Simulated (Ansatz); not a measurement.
**CH3ClSi2 (SMILES [SiH3]C#[Si]Cl): density, localisation and related maps**

| atom | x (Å) | y (Å) | z (Å) |
| --- | --- | --- | --- |
| Si | -0.2401 | 1.2243 | -0.0163 |
| C | 0.0008 | -0.5688 | -0.2802 |
| Si | 0.5391 | -1.9620 | 0.4247 |
| Cl | 0.6886 | -3.8975 | -0.1434 |
| H | -0.8305 | 1.7100 | -1.2960 |
| H | -1.1879 | 1.5345 | 1.0866 |
| H | 1.0299 | 1.9595 | 0.2246 |

Geometry: PBE0-D4/def2-TZVP.

Computed with RKS PBE0-D4/def2-TZVPP (Ansatz 0.2.0).

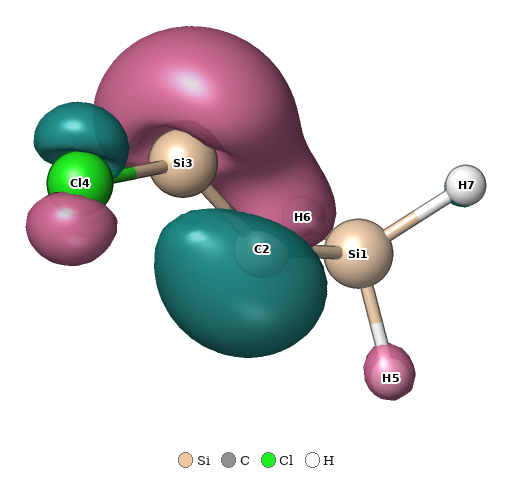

Figure 1. The HOMO−1 at ±0.15 Å⁻³ᐟ² (teal and pink are the two phases), seen at an oblique angle.

> Describe this orbital and give its energy.

Its weight (Hirshfeld) is mainly on Si3 (about 45 %), C2 (about 35 %), Cl4 (about 10 %) and Si1 (about 5 %). Its energy is −7.43 eV.

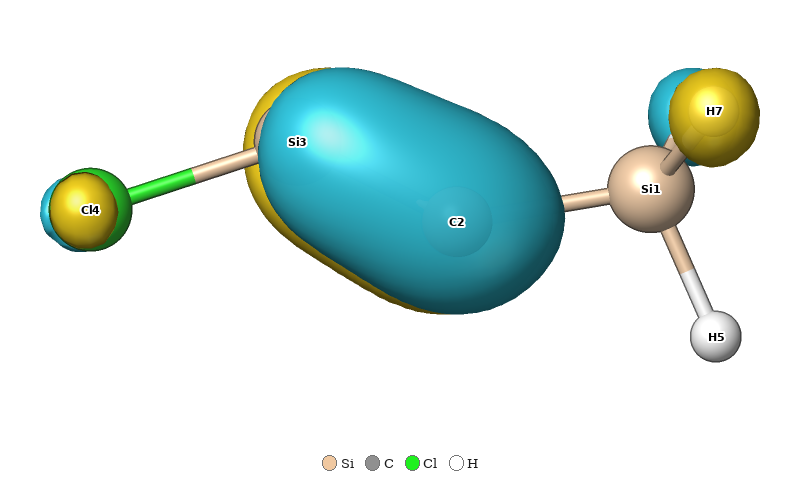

Figure 2. One frontier orbital at ±0.15 Å⁻³ᐟ² (yellow and cyan are the two phases), seen across its widest extent.

> Which orbital is it: HOMO or LUMO?

The HOMO, at −6.96 eV. By Hirshfeld shares it lies mainly on C2 (about 45 %) and Si3 (about 30 %); π-bonding across C2–Si3.
